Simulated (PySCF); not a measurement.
# C$_{3}$H$_{10}$OSi$_{2}$ (charge −1, doublet): what the fields show

```xyz
16

C     2.1886    1.1729   -0.7045
C     1.6556    0.3535    0.2822
Si    0.3322   -0.8743    0.0573
C    -0.2515   -1.5738    1.7358
O    -1.0542   -0.1919   -0.6720
Si   -2.0063    0.9719   -1.1533
H     3.0478    1.8047   -0.5266
H     1.6970    1.2829   -1.6583
H     2.2403    0.2960    1.2000
H     0.3062   -2.0637   -0.8752
H     0.3506   -1.1973    2.5576
H    -1.2863   -1.3048    1.9343
H    -0.1878   -2.6600    1.7581
H    -3.2685    0.3594   -1.6203
H    -1.4291    1.7325   -2.2720
H    -2.3422    1.9010   -0.0545
```

Geometry: GFN2-xTB.

Level of theory: UKS B3LYP, pcH-1 on C H O Si, non-relativistic, mean-field spin-orbit, GIAO in PySCF 2.14.0, density-fitted response routines.

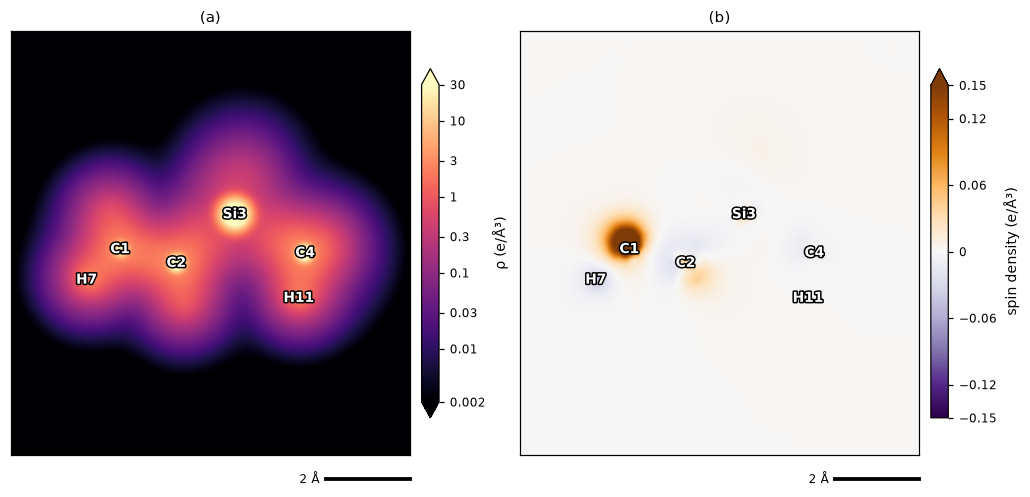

Figure 1. (a) total electron density; (b) spin density (α minus β) on the plane of atoms C2, Si3 and C4.

What does the map show?

Answer. Atoms in the plane: C, Si and H. C–C (1.39 Å): ρ is about 2 e/Å³ halfway. C–Si (1.82 Å): ρ is about 1 e/Å³ halfway. C–H (1.08 Å): ρ at the midpoint is about 1.9 e/Å³. C–Si (1.91 Å): the density is about 0.9 e/Å³ at the midpoint. The unpaired spin (1 electron) lies mostly on C1 (about 0.4), Si3 (about 0.2) and C2 (about 0.2), in electrons by Hirshfeld's partition.

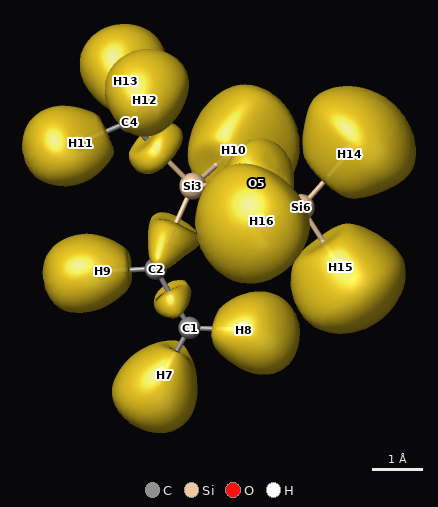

Figure 2. Isosurface of the electron localisation function at 0.8 (yellow), seen at a tilt. Core shells and regions of very low density are left out.

Describe the localisation domains.

Answer. The surface consists of one region between bonded C–C atoms (shared pairs), two regions between bonded C–Si atoms (shared pairs), ten regions around hydrogen nuclei and one region wrapped around O (its lone pairs, merged into a ring or cap). Profiles from the grid: C–C (1.39 Å): the ELF peaks at about 0.95 between the atoms: a covalent bond. Si–O (1.58 Å): the ELF peaks at about 0.85 between the atoms, as expected for a short, strongly polar bond.
